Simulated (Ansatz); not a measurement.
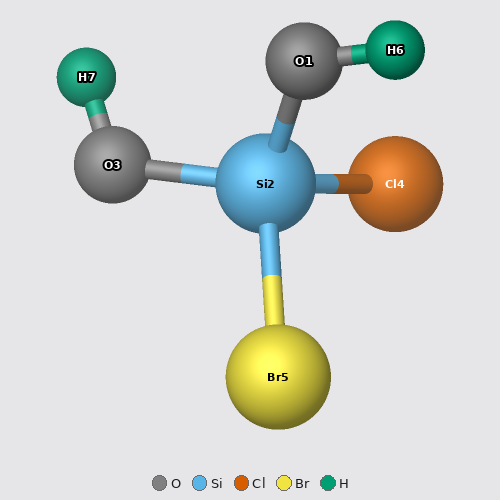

The system is BrClH2O2Si, SMILES O[Si](O)(Cl)Br; the picture shows the reference structure. First axis: dihedral H6–O1–Si2–O3. Second axis: dihedral O1–Si2–O3–H7. Nothing is relaxed (all other coordinates rigid). Grid: 8 × 8 points. Points are written as (first, second). Energies are in kcal/mol, from the lowest grid point. These are results of RKS wB97X-V/def2-SVP (Ansatz), not measurements.

Its coordinates:

```yaml
atoms:
  - { symbol: O, position_ang: [-0.5696, 0.6895, 1.0833] }
  - { symbol: Si, position_ang: [0.0267, 0.0035, -0.2841] }
  - { symbol: O, position_ang: [1.5008, -0.6246, 0.0426] }
  - { symbol: Cl, position_ang: [-1.2867, -1.4385, -0.9320] }
  - { symbol: Br, position_ang: [0.2887, 1.4568, -1.9065] }
  - { symbol: H, position_ang: [-1.4877, 0.9826, 1.0960] }
  - { symbol: H, position_ang: [1.5891, -1.1372, 0.8552] }
```

Range: dihedral H6–O1–Si2–O3 from −180 to 135°; dihedral O1–Si2–O3–H7 from −180 to 135°.

Q: What landscape does the calculation give?

A: The lowest grid point is at (−180°, 45°). There are further wells near (−135°, −135°) (0.15 kcal/mol above the lowest at that grid point); (45°, −180°) (0.39 kcal/mol above the lowest at that grid point). The highest grid point, (0°, 0°), lies 5.09 kcal/mol above the lowest. On the interpolated surface the easiest way out of the lowest well to the well at about (45°, −170°) passes a barrier of about 0.69 kcal/mol. Round the minimum the valley is somewhat tilted: raising dihedral H6–O1–Si2–O3 shifts the best value of dihedral O1–Si2–O3–H7 downwards (coupling k₁₂/√(k₁₁k₂₂) about 0.2).

```csv
"dihedral O1–Si2–O3–H7 ↓, dihedral H6–O1–Si2–O3 →",−180,−135,−90,−45,0,45,90,135
135,0.83,1.65,2.04,1.73,1.28,1.16,1.02,0.69
90,0.32,1.33,2.76,2.98,2.02,1.36,1.30,0.77
45,0.00,0.53,2.46,4.00,3.46,1.81,1.16,0.71
0,0.43,0.78,2.18,4.14,5.09,3.60,1.94,0.96
−45,0.85,1.39,2.29,3.22,4.32,4.34,3.11,1.59
−90,0.66,0.93,1.93,2.27,2.33,2.77,2.88,1.88
−135,0.47,0.15,0.93,1.35,0.89,0.80,1.44,1.50
−180,0.69,0.61,0.78,0.93,0.66,0.39,0.54,0.80
```

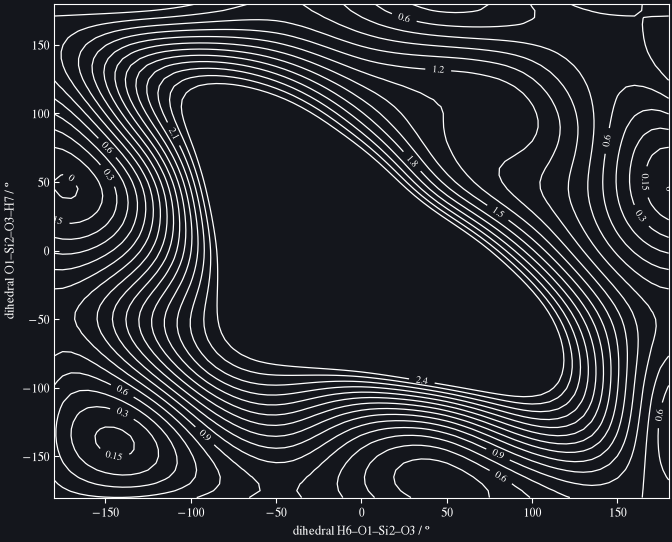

The picture shows contour lines labelled in kcal/mol (none above 2.4). Between grid points the surface is interpolated.

The whole map (64 points run) took 11 min on 1 thread of Intel(R) Xeon(R) 6975P-C (Granite Rapids), on a shared host.
